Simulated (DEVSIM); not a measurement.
System: Mo/SiO2/n-Si capacitor, at 300 K.

```tsv
layer (left to right)	material	thickness (nm)	Nd (cm⁻³)
1	SiO2	17.0	-
2	Si	1000	3.3e17
```

Metal gate on the left, work function 4.6 eV. Fixed charge at the semiconductor interface 1.7e11 cm⁻² (in units of +e); no interface traps.

Constants are typed, rounded textbook-type inputs, not results; the design itself was drawn at random and stands for no fabricated device. Values at 300 K.

```csv
parameter,SiO2,Si
gap (eV),9,1.124
affinity (eV),0.9,4.05
permittivity,3.9,11.7
Nc (cm⁻³),-,2.86e19
Nv (cm⁻³),-,3.1e19
```

Model (solved in DEVSIM): 1D Poisson equation in equilibrium, Boltzmann statistics, complete ionisation; no quantum confinement or tunnelling. Metal contacts follow the ideal Schottky-Mott rule: no Fermi-level pinning, no interface dipoles.

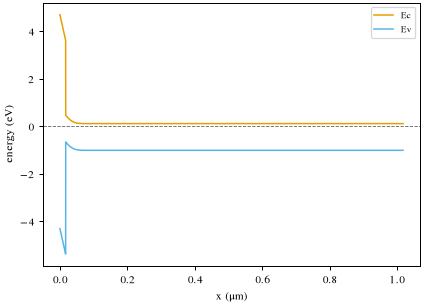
Figure. Band edges at -1.0 V on the gate

Energies count from the Fermi level of the right contact; mesh points crowd at the junctions.

```json
[
 {"x (μm)": "0.000", "Ec (eV)": "4.700", "Ev (eV)": "-4.300", "n (cm⁻³)": "< 1e2", "p (cm⁻³)": "< 1e2", "field (V/cm)": "-630000"},
 {"x (μm)": "0.001216", "Ec (eV)": "4.623", "Ev (eV)": "-4.377", "n (cm⁻³)": "< 1e2", "p (cm⁻³)": "< 1e2", "field (V/cm)": "-630000"},
 {"x (μm)": "0.003387", "Ec (eV)": "4.486", "Ev (eV)": "-4.514", "n (cm⁻³)": "< 1e2", "p (cm⁻³)": "< 1e2", "field (V/cm)": "-630000"},
 {"x (μm)": "0.007653", "Ec (eV)": "4.216", "Ev (eV)": "-4.784", "n (cm⁻³)": "< 1e2", "p (cm⁻³)": "< 1e2", "field (V/cm)": "-630000"},
 {"x (μm)": "0.01360", "Ec (eV)": "3.840", "Ev (eV)": "-5.160", "n (cm⁻³)": "< 1e2", "p (cm⁻³)": "< 1e2", "field (V/cm)": "-630000"},
 {"x (μm)": "0.01578", "Ec (eV)": "3.702", "Ev (eV)": "-5.298", "n (cm⁻³)": "< 1e2", "p (cm⁻³)": "< 1e2", "field (V/cm)": "-630000"},
 {"x (μm)": "0.01700", "Ec (eV)": "3.625", "Ev (eV)": "-5.375", "n (cm⁻³)": "< 1e2", "p (cm⁻³)": "< 1e2", "field (V/cm)": "-440000"},
 {"x (μm)": "0.01884", "Ec (eV)": "0.442", "Ev (eV)": "-0.682", "n (cm⁻³)": "1.1e12", "p (cm⁻³)": "1.1e8", "field (V/cm)": "-180000"},
 {"x (μm)": "0.02215", "Ec (eV)": "0.387", "Ev (eV)": "-0.737", "n (cm⁻³)": "9.2e12", "p (cm⁻³)": "1.3e7", "field (V/cm)": "-160000"},
 {"x (μm)": "0.02867", "Ec (eV)": "0.294", "Ev (eV)": "-0.830", "n (cm⁻³)": "3.3e14", "p (cm⁻³)": "360000", "field (V/cm)": "-120000"},
 {"x (μm)": "0.04285", "Ec (eV)": "0.168", "Ev (eV)": "-0.957", "n (cm⁻³)": "4.4e16", "p (cm⁻³)": "2600", "field (V/cm)": "-55000"},
 {"x (μm)": "0.08786", "Ec (eV)": "0.115", "Ev (eV)": "-1.008", "n (cm⁻³)": "3.3e17", "p (cm⁻³)": "350", "field (V/cm)": "-190"},
 {"x (μm)": "0.1624", "Ec (eV)": "0.115", "Ev (eV)": "-1.009", "n (cm⁻³)": "3.3e17", "p (cm⁻³)": "350", "field (V/cm)": "≈ 0"},
 {"x (μm)": "0.3242", "Ec (eV)": "0.115", "Ev (eV)": "-1.009", "n (cm⁻³)": "3.3e17", "p (cm⁻³)": "350", "field (V/cm)": "≈ 0"},
 {"x (μm)": "0.7060", "Ec (eV)": "0.115", "Ev (eV)": "-1.009", "n (cm⁻³)": "3.3e17", "p (cm⁻³)": "350", "field (V/cm)": "≈ 0"},
 {"x (μm)": "0.8699", "Ec (eV)": "0.115", "Ev (eV)": "-1.009", "n (cm⁻³)": "3.3e17", "p (cm⁻³)": "350", "field (V/cm)": "≈ 0"},
 {"x (μm)": "0.9453", "Ec (eV)": "0.115", "Ev (eV)": "-1.009", "n (cm⁻³)": "3.3e17", "p (cm⁻³)": "350", "field (V/cm)": "≈ 0"},
 {"x (μm)": "0.9835", "Ec (eV)": "0.115", "Ev (eV)": "-1.009", "n (cm⁻³)": "3.3e17", "p (cm⁻³)": "350", "field (V/cm)": "≈ 0"},
 {"x (μm)": "1.005", "Ec (eV)": "0.115", "Ev (eV)": "-1.009", "n (cm⁻³)": "3.3e17", "p (cm⁻³)": "350", "field (V/cm)": "≈ 0"},
 {"x (μm)": "1.012", "Ec (eV)": "0.115", "Ev (eV)": "-1.009", "n (cm⁻³)": "3.3e17", "p (cm⁻³)": "350", "field (V/cm)": "≈ 0"},
 {"x (μm)": "1.015", "Ec (eV)": "0.115", "Ev (eV)": "-1.009", "n (cm⁻³)": "3.3e17", "p (cm⁻³)": "350", "field (V/cm)": "≈ 0"},
 {"x (μm)": "1.017", "Ec (eV)": "0.115", "Ev (eV)": "-1.009", "n (cm⁻³)": "3.3e17", "p (cm⁻³)": "350", "field (V/cm)": "≈ 0"}
]
```
